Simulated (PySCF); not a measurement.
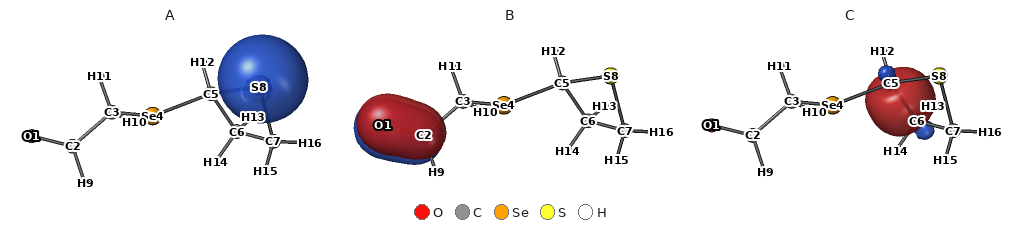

Figure. C₅H₈OSSe, SMILES `O=CC[Se]C1CCS1`. Intrinsic bond orbitals (IBO), occupied; each surface holds about 85 % of the orbital's density. Energies are diagonal elements of the Fock matrix.

Computed with PySCF, HF/def2-SVP, geometry: GFN2-xTB. No frequency check shows the geometry to be a minimum. GFN2-xTB bond lengths at metals and heavier atoms can be off by up to 0.1 Å and shapes distorted, which carries into these values.

> Name the orbitals, with their atomic make-up and energies.

By panel:
- A: lone pair on S8 (sp0.4-type) (S8 100 %; −18.6 eV)
- B: π bond O1–C2 (O1 66 %, C2 33 %; −14.6 eV)
- C: σ bond C5–C6 (C5 52 %, C6 48 %; −20.6 eV)
